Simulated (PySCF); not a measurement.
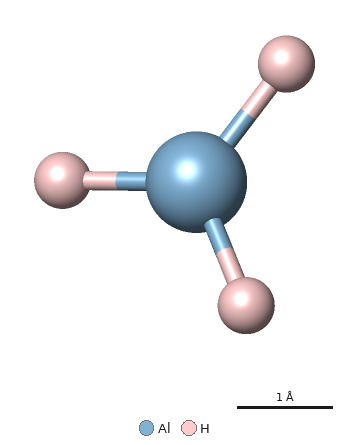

This is the input geometry for a relaxation of AlH3. The picture is a ball-and-stick view, seen at a tilt.

The start comes from GFN2-xTB. Its atoms were then displaced at random by about 0.01 Å.

Method: PySCF, PBE0-D3(BJ)/def2-TZVP geometry optimisation, gas phase.

```xyz
4

Al    0.0228   -0.0244    0.0167
H    -1.3240   -0.8178   -0.0505
H     0.0175    1.4617   -0.5161
H     1.3217   -0.6449    0.5900
```

Where does the relaxation end?

Answer. The largest move after the best rigid fit is that of H2, 0.032 Å. By element the largest moves are H 0.032 Å, Al 0.023 Å. Among the contacts that change: Al1–H4 1.549 → 1.586 Å, Al1–H2 1.565 → 1.586 Å, Al1–H3 1.579 → 1.586 Å. Bond angles that change, for instance: H2–Al1–H3 117.4° → 120.0°, H2–Al1–H4 122.3° → 120.1°. After 3 geometry steps the energy has fallen by 1.56 kJ/mol. Cost: 4 s on 1 thread of Arm Neoverse N1 (shared host).

Step by step:

```csv
step,"E − E(0), kJ/mol"
0,0.00
1,-1.46
2,-1.56
3,-1.56
```

Final geometry:

```xyz
4

Al    0.0100   -0.0076    0.0078
H    -1.3342   -0.8472   -0.0428
H     0.0314    1.4870   -0.5217
H     1.3309   -0.6575    0.5968
```
